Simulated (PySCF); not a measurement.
Molecule: SMILES CB(C)CB(C)C (C5H14B2), singlet. Atoms near the plane z = 0.0 Å, at the GFN2-xTB optimised geometry (x, y, z in Å): C4 (-0.9, 1.4, 0.0), B5 (-0.1, 0.0, 0.0), C6 (-0.9, -1.4, 0.0), C7 (1.5, 0.0, 0.0), H14 (-1.8, 1.3, 0.6), H15 (-0.3, 2.2, 0.5), H16 (-0.4, -2.2, 0.5), H17 (-0.9, -1.7, -1.1), H18 (-1.9, -1.3, 0.3), H19 (1.9, 0.9, -0.5), H20 (1.9, -0.9, -0.4), H21 (1.8, 0.1, 1.0).

Level of theory: B3LYP/def2-SVP in PySCF. Cells within 0.4 Å of a nucleus heavier than hydrogen are left out (blank, or x). The values are rescaled to run from 0 to 1.

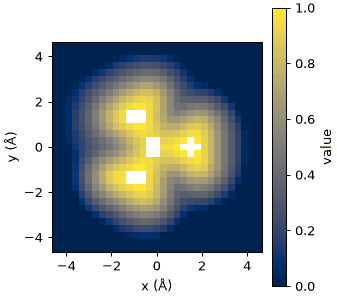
Figure. a field on the plane z = 0.0 Å.

Problem. Which quantity is mapped?
A. deformation density (molecule minus spherical neutral atoms)
B. log10 of the electron density
C. electrostatic potential
D. an orbital amplitude

Solution. B, log10 of the electron density. In full: log10 of the electron density (e/bohr³), floored at −4.
